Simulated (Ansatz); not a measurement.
# VGe2P4 monolayer in a perpendicular field, part 2 of 3

Aim: how the VGe2P4 monolayer screens a field along its normal, and what the field does to its bands. A positive field points along +c.

Ansatz 0.2.0; plane-wave DFT, PBE-D3(BJ), Ansatz PAW (set soft_1); PAW set soft_1.

So far. Step 2 (Relaxation): The lattice constant a goes from 3.580 to 3.515 Å.

## 3. Atoms held, field 0

A sawtooth potential applies the field, turning back in the middle of the vacuum. With the dipole correction the typed value is the field outside the slab. The induced dipole is small, so the SCF threshold is tight.

The cell differs from the one that the last finished run ended in (c 47.951 → 27.500 Å).

input.yaml reads:

```yaml
crystal:
  lattice:
    - [3.5151083033, 0.0, 0.0]
    - [-1.7575541517, 3.0441730877, 0.0]
    - [0.0, 0.0, 27.4995841301]
  atoms:
    - { symbol: P, position: [0.0, 0.0, 0.3272776765] }
    - { symbol: Ge, position: [0.3333333333, 0.6666666667, 0.3674167063], spin: 0.01 }
    - { symbol: P, position: [0.3333333333, 0.6666666667, 0.4522096226], spin: -0.03 }
    - { symbol: V, position: [0.0, 0.0, 0.5], spin: 0.64 }
    - { symbol: P, position: [0.3333333333, 0.6666666667, 0.5477903774], spin: -0.03 }
    - { symbol: Ge, position: [0.3333333333, 0.6666666667, 0.6325832937], spin: 0.01 }
    - { symbol: P, position: [0.0, 0.0, 0.6727223235] }
magnetization:
  spin_polarized: true
kpoints:
  mp_grid: { grid: [18, 18, 1] }
  band_path:
    path: [[0, 0, 0], [0.5, 0, 0], [0.33333333, 0.33333333, 0], [0, 0, 0]]
    npoints: 16
hamiltonian:
  xc: pbe
  dispersion: d3bj
  pseudopotentials: { kind: paw, azcp: { folder: soft_1 } }
scf:
  occupations: { method: fermi_dirac, width: 0.02585 }
  convergence: { dr2_threshold: 1.0e-10 }
efield:
  axis: 3
  dipole_correction: true
  ramp_position: 0.97
  ramp_width: 0.06
  amplitude: 0
output:
  dos: { projected: true, e_range: [-6, 5] }
  write_potential: true
  write_density: true
  volumetric_format: npy
  elf: true
```

Run with:

```sh
$ ansatz run input.yaml --threads 4 --pin off --max-ram 6144MiB --backend cpu --events-out ev --progress --plain --runs-dir out
```

Numbers of over 12 decimals in the logs are rounded to 6 here.

The program printed:

```text
[...]
Crystal: 7 atoms, lattice volume = 294.262 Å³
Basis set: ecut = 420 eV, 5725 PW (Γ)
Bands: 38, of which v1, the nominal top of the filled ones, is band 31 counted from 1 (30 counted from 0)
Symmetry: 6 space group operations
k-points: 37 of 324 (time reversal used)
[...]
Starting moments: Σ|m| = 0.72 μB on 5 of 7 sites
[...]
SCF iter   1: F=—  HF=-14523.193664 eV  |F-HF|=—  |Δ(HF+E_count)|=         —  Δρ=1.73e-2 (↑1.73e-2 ↓1.52e-2)  dr2=3.44e0  dr2_m=1.23e-1  M=0.194 μB ∫|m|=0.252 μB  β_m=0.44  ethr=3.10e-3  p=0.000 e·Å  D=1.69e-13 V/Å  ΔV_dip=-0.00 eV  dr2_dipole=1.56e-5  V_vac-E_F(+/−)=6.32/6.32 eV  ⟨swp⟩=11.2  Hψ=15581  notcnv=0
[...]
efield: sawtooth ramp at fractional position 0.9700 (set: `efield.ramp_position`, or a place that a band, a saddle search or an elastic batch's reference lends), width 0.0600; the density the first Hamiltonian is built on has a dipole p = 0.000 e·Å; the dipole correction subtracts the counter field D = 1.69e-13 V/Å, which shifts the + side's vacuum level by -0.00 eV against the − side's; the planar-averaged density in the ramp window peaks in size at 6.5e-6 e/Å³
[...]
SCF iter   2: F=—  HF=-14525.677407 eV  |F-HF|=—  |Δ(HF+E_count)|=    2.48e0  Δρ=1.07e-2 (↑1.07e-2 ↓1.00e-2)  dr2=1.33e0  dr2_m=3.38e-2  M=0.209 μB ∫|m|=0.267 μB  β_m=0.52  ethr=3.10e-3  p=-0.000 e·Å  D=-1.22e-5 V/Å  ΔV_dip=0.00 eV  dr2_dipole=1.16e-7  V_vac-E_F(+/−)=6.00/6.00 eV  ⟨swp⟩=2.1  Hψ=3868  notcnv=0  defer=143
density mixer auto → msr1: a metal under ldos (density of states about μ 0.80 of a free-electron gas's, 36 screened modes)
SCF iter   3: F=—  HF=-14528.303068 eV  |F-HF|=—  |Δ(HF+E_count)|=    2.63e0  Δρ=3.20e-3 (↑3.20e-3 ↓2.98e-3)  dr2=7.44e-2  dr2_m=9.59e-3  M=0.344 μB ∫|m|=0.398 μB  β_m=0.66  ethr=2.17e-3  p=0.000 e·Å  D=2.84e-4 V/Å  ΔV_dip=-0.01 eV  dr2_dipole=3.40e-5  V_vac-E_F(+/−)=5.74/5.75 eV  ⟨swp⟩=2.9  Hψ=4382  notcnv=0  defer=143
[...]
SCF iter  17: F=-14528.474802 eV  HF=-14528.474802 eV  |F-HF|=1.82e-11  |Δ(HF+E_count)|=  5.46e-11  Δρ=1.28e-8 (↑1.28e-8 ↓9.64e-9)  dr2=2.78e-12  dr2_m=2.01e-13  M=0.797 μB ∫|m|=0.982 μB  ethr=1.00e-12  p=-0.000 e·Å  D=-3.46e-8 V/Å  ΔV_dip=0.00 eV  dr2_dipole=5.53e-15  V_vac-E_F(+/−)=5.46/5.46 eV  ⟨swp⟩=12.0  Hψ=10139  notcnv=0
SCF 1 converged in 17 iterations: F = -14528.474802 eV  dr2 = 2.78e-12
[...]
NSCF: frozen V_eff on 49 k-points
efield: sawtooth ramp at fractional position 0.9700 (kept from the solve that this one continues, or follows in the run), width 0.0600; the density the first Hamiltonian is built on has a dipole p = -0.000 e·Å; the dipole correction subtracts the counter field D = -3.46e-8 V/Å, which shifts the + side's vacuum level by +0.00 eV against the − side's; the planar-averaged density in the ramp window peaks in size at 6.3e-6 e/Å³
SCF converged after 17 iterations
Magnetization: 0.7973 μB (30.8986 up, 30.1014 down)
Absolute magnetization: 0.9826 μB (∫|ρ↑−ρ↓|, with the PAW one-centre terms)
[...]
Per-site moments (μB) at R_I (Å): [(0.00175943, 0.952960), (0.00585716, 0.952960), (-0.030708, 0.961855), (0.656303, 0.997348), (-0.030708, 0.961855), (0.00585716, 0.952960), (0.00175944, 0.952960)]
Free energy (F): -14528.474802 eV
[...]
Internal energy: -14528.472028 eV  (E = F + TS)
E sigma→0 (E₀):  -14528.473415 eV
Entropy (-TS):   -0.002775 eV (-0.396 meV/atom)
Fermi energy:    0.727579 eV
Dipole field:    D = -0.000000 V/Å  (p = -0.000000 e·Å, saw-weighted, corrected)
Work function:   Φ+ = 5.4649 eV   Φ− = 5.4649 eV
Levels:          The Fermi level and band energies are counted from a zero that moves with the ramp; work functions are not
[...]
--- Band table (eV; the first three rows and the last of 74) ---
  k-point 0 ↑: bands = [... 27 lower, 0.4158, 0.4864, 0.4864, 0.8605, 3.5562, 3.5562, 3.6521, 3.7255, ... 3 higher]
  k-point 1 ↑: bands = [... 27 lower, 0.3172, 0.3215, 0.4040, 0.8733, 3.4181, 3.5275, 3.6100, 3.6915, ... 3 higher]
  k-point 2 ↑: bands = [... 27 lower, 0.0791, 0.1992, 0.2736, 0.8302, 3.1267, 3.1566, 3.5543, 3.7410, ... 3 higher]
  k-point 36 ↓: bands = [... 27 lower, -1.6014, -0.7172, -0.0759, 1.3377, 2.0426, 2.2421, 2.7446, 3.0517, ... 3 higher]
```

It took 80 s on 4 threads of Intel Xeon Platinum 8259CL at 2.50GHz (Skylake/Cascade Lake), shared host; peak memory 1.3 GiB.

In the SCF lines HF is the Harris–Foulkes energy and dr2 the Hartree energy of the density residual, in eV; the loop may stop once dr2 is under the threshold and the program's other checks hold. Hψ counts applications of the Hamiltonian.

This step gave:

| Quantity | Value |
| --- | --- |
| energy at zero smearing | -14528.4734 eV |
| total moment | 0.7973 μB |
| site moments | 0.001759, 0.005857, -0.03071, 0.6563, -0.03071, 0.005857, 0.001759 μB |
| work function, upper face | 5.465 eV |
| dipole along the normal | -1.90e-7 e·Å |

Running mean over a fixed 2.7 Å (it still follows the layers) of the planar mean; the ramp of the sawtooth is left out. The electron's electrostatic potential energy less the Fermi level by z:

```tsv
z (Å)	electron's electrostatic potential energy less the Fermi level (eV)
4	5.46
5	5.46
6	5.42
7	4.61
8	-0.0359
9	-4.61
10	-5.36
11	-3.02
12	-3.62
13	-6.99
14	-7.81
15	-5.15
16	-3.13
17	-3.80
18	-5.87
19	-2.61
20	2.67
21	5.26
22	5.45
23	5.46
24	5.46
```

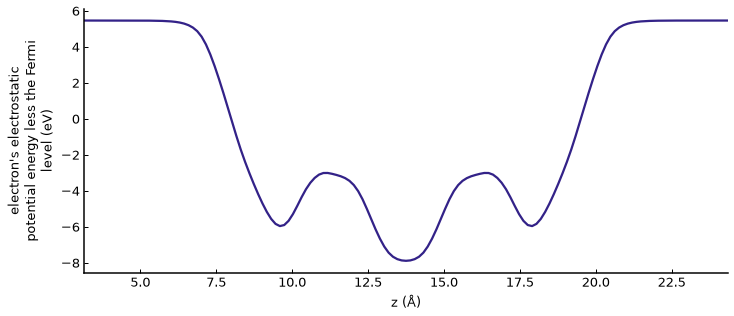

Electron's electrostatic potential energy less the Fermi level, plotted against z.

The density of states has structure finer than the step of the table below, so its rows give means over 0.5 eV, whole bins alone (the curve runs from -6 to 1.99 eV). Peaks (eV: height): total -5.06: 7.36, -2.31: 8.61, -2.20: 6.72, -1.97: 8.20, -1.53: 9.14, -1.31: 8.07, -1.09: 8.21; up -2.36: 4.75, -2.20: 3.97, -1.97: 4.82, -1.67: 4.38, -1.56: 4.92, -1.12: 4.50, -0.46: 4.99; down -3.68: 4.42, -3.11: 4.28, -2.31: 5.27, -1.84: 4.03, -1.53: 5.02, -1.31: 4.26, -1.04: 5.09.

Density of states against energy, zero at the Fermi level; means over each step; values in states/eV a cell:

```tsv
energy (eV)	total	up	down
-5.5	0.448	0.226	0.222
-5.0	2.41	1.39	1.01
-4.5	3.42	1.64	1.78
-4.0	2.69	1.43	1.26
-3.5	3.20	1.52	1.68
-3.0	3.58	1.85	1.73
-2.5	5.44	2.80	2.65
-2.0	5.93	3.00	2.93
-1.5	6.32	3.35	2.97
-1.0	5.74	2.58	3.16
-0.5	3.12	2.19	0.934
0.0	1.42	0.582	0.841
0.5	1.50	0.445	1.05
1.0	1.61	1.45	0.166
1.5	2.58	1.06	1.53
```

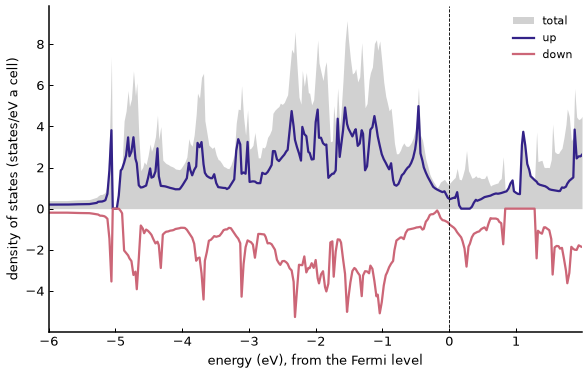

Density of states against energy. Down spins are drawn negative.

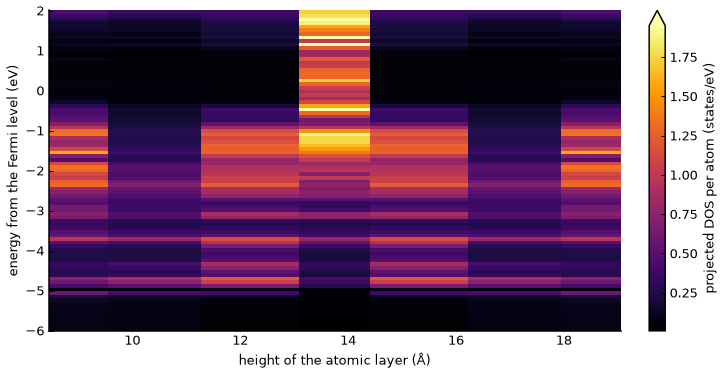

Projected DOS per atom over height of the atomic layer and energy from the Fermi level. Layers: P Ge P V P Ge P from below.

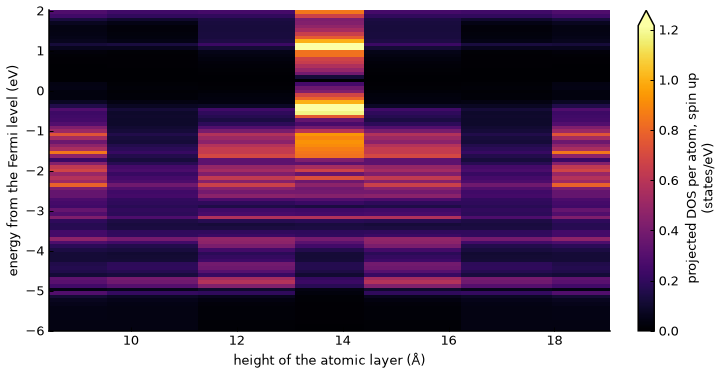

Projected DOS per atom, spin up over height of the atomic layer and energy from the Fermi level. Layers: P Ge P V P Ge P from below.

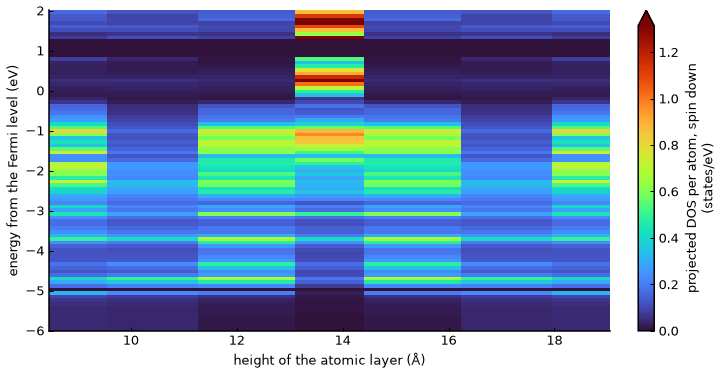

Projected DOS per atom, spin down over height of the atomic layer and energy from the Fermi level. Layers: P Ge P V P Ge P from below.

Deep bands are left out, so band numbers here count from the lowest band kept and differ from the log's. Electronic bands along the path, in eV, zero at the Fermi level; # counts the bands kept:

```tsv
point	up #9	up #11	up #12	up #13	down #9	down #11	down #12	down #13
Γ	-0.31	-0.24	-0.24	0.13	-0.30	-0.17	-0.17	0.78
M	-1.85	-1.51	-0.95	-0.77	-1.83	-1.46	-0.82	-0.18
K	-2.46	-1.46	-0.84	-0.01	-2.42	-1.44	-0.80	0.61
Γ	-0.31	-0.24	-0.24	0.13	-0.30	-0.17	-0.17	0.78
```

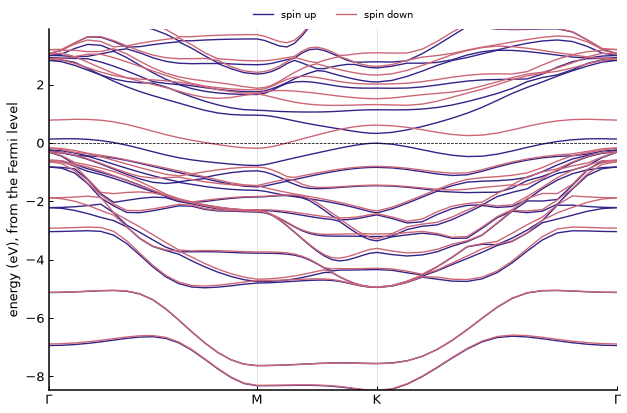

Electronic bands along the path; the two colours are the two spins.

Site moment by atom:

```tsv
atom	site moment (μB)
P1	0.002
Ge2	0.006
P3	-0.031
V4	0.656
P5	-0.031
Ge6	0.006
P7	0.002
```

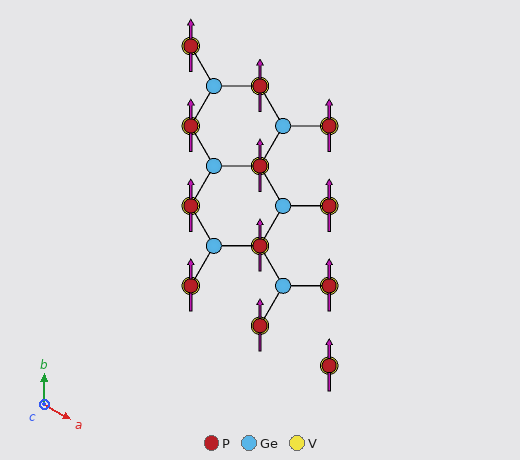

Site moment as arrows, the longest 0.656 μB. Up and down stand for the sign. Arrows give size and sign along the axis of quantisation, drawn up and down the page. Bonds to atoms that aren't drawn are left out. 2×3×1 cells are drawn. Some periodic images of atoms are drawn too.

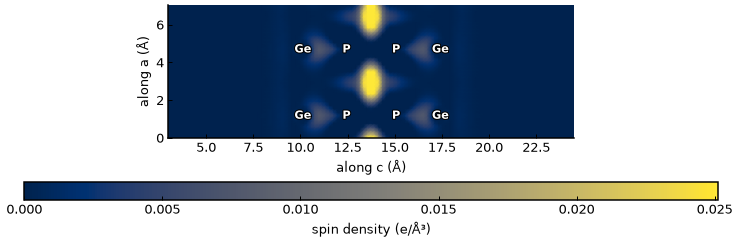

Spin density in the ca plane at fractional y = 0.667, with atoms of Ge and P within 0.2 Å of it. The far vacuum is left out of the map.

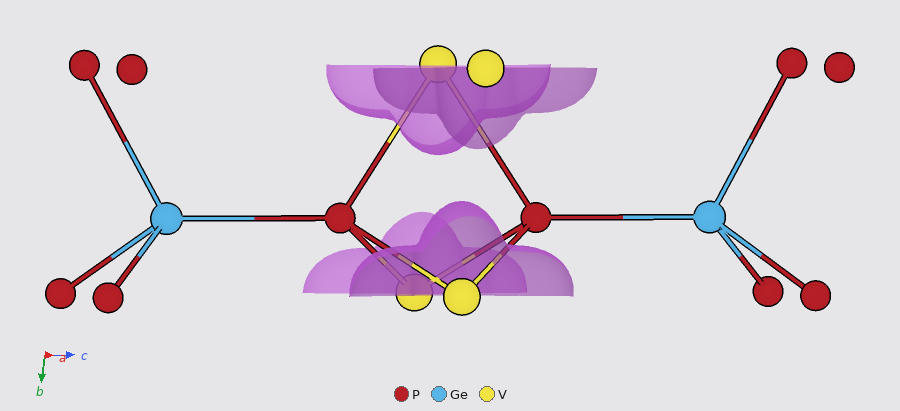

Surface of spin density = 0.024 e/Å³, which holds about 70 % of the integral of its size. Bonds to atoms that aren't drawn are left out.

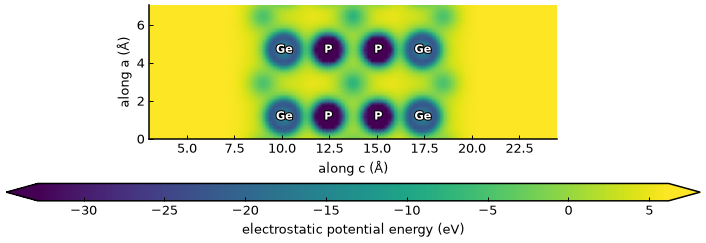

Electrostatic potential energy in the ca plane at fractional y = 0.667, with atoms of Ge and P within 0.2 Å of it. With pseudopotentials it is smooth inside the atoms' cores, unlike the true potential. The far vacuum is left out of the map.

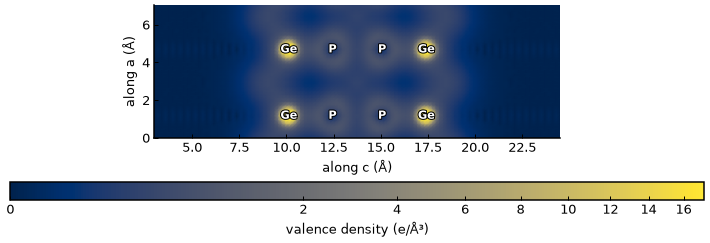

Valence density in the ca plane at fractional y = 0.667, with atoms of Ge and P within 0.2 Å of it. It is the smooth field of the valence electrons, not physical close to the nuclei. The colour scale is stretched toward low values. The far vacuum is left out of the map.

The work function of the upper face is 5.46 eV.

## 4. Atoms held, field 0.1 V/Å

input.yaml: that of step 3 with these lines changed.

```diff
@@ -30,7 +30,6 @@
   dipole_correction: true
-  ramp_position: 0.97
-  ramp_width: 0.06
-  amplitude: 0
+  ramp_position: 0.9553
+  ramp_width: 0.0895
+  amplitude: 0.1
 output:
-  dos: { projected: true, e_range: [-6, 5] }
   write_potential: true
@@ -38,2 +37 @@
   volumetric_format: npy
-  elf: true
```

The program printed:

```text
[...]
Crystal: 7 atoms, lattice volume = 294.262 Å³
Basis set: ecut = 420 eV, 5725 PW (Γ)
Bands: 38, of which v1, the nominal top of the filled ones, is band 31 counted from 1 (30 counted from 0)
Symmetry: 6 space group operations
k-points: 37 of 324 (time reversal used)
[...]
Starting moments: Σ|m| = 0.72 μB on 5 of 7 sites
[...]
k-point 1 ↑: bands = [... 27 lower, 0.3168, 0.3186, 0.4061, 0.8731, 3.4171, 3.5273, 3.6092, 3.6914, ... 3 higher]
  k-point 2 ↑: bands = [... 27 lower, 0.0772, 0.2003, 0.2730, 0.8299, 3.1240, 3.1581, 3.5538, 3.7407, ... 3 higher]
  k-point 36 ↓: bands = [... 27 lower, -1.6019, -0.7179, -0.0759, 1.3372, 2.0421, 2.2415, 2.7438, 3.0513, ... 3 higher]
[key lines of the parts left out:]
SCF converged after 17 iterations
Magnetization: 0.7972 μB (30.8986 up, 30.1014 down)
Free energy (F): -14528.478230 eV
Fermi energy:    0.727209 eV
Dipole field:    D = 0.042158 V/Å  (p = 0.068558 e·Å, saw-weighted, corrected)
```

Wall time 73 s (4 threads); peak memory 1.3 GiB.

The dipole is 0.0686 e·Å.

(Part 2 of 3 ends here.)

[Logs are printed without paths, hosts, clocks, repeated set-up lines and the standing remarks that a program may print on its own settings, such as how far it seeks lower states.]

[Hosts, paths, dates, database ids (printed as entryN), source tags and the programs' standing remarks are cut or masked in the printed files.]

[Maps of the electrostatic potential energy from Ansatz leave out the sawtooth potential of an applied field or a dipole correction, so their vacuum need not be flat; planar profiles and work functions include it.]
